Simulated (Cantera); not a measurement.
Feed: 1 mol Si, 1.3 mol HCl, 3 mol NF3, equilibrated at 75.0 Torr.

These are equilibrium values from Cantera (NASA tables, ideal gas, pure condensed phases), not measurements of a reactor. Candidate condensed phases: NH4Cl, Si, Si3N4; 49 gas species. The numbers say what is thermodynamically allowed, not how fast it happens.

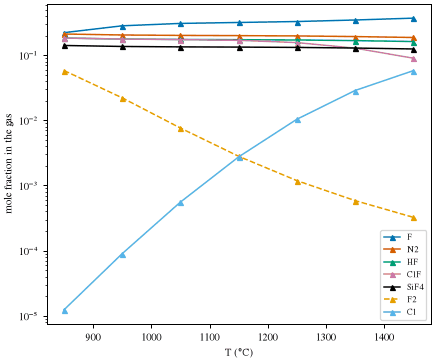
Equilibrium gas composition (values under 1e-9 drawn at 1e-9)

Problem. Read off the mole fractions at 1350 °C.

Solution. F about 0.35, N2 about 0.19, HF about 0.17, SiF4 about 0.13, ClF about 0.13, Cl about 0.029, F2 about 0.00059.
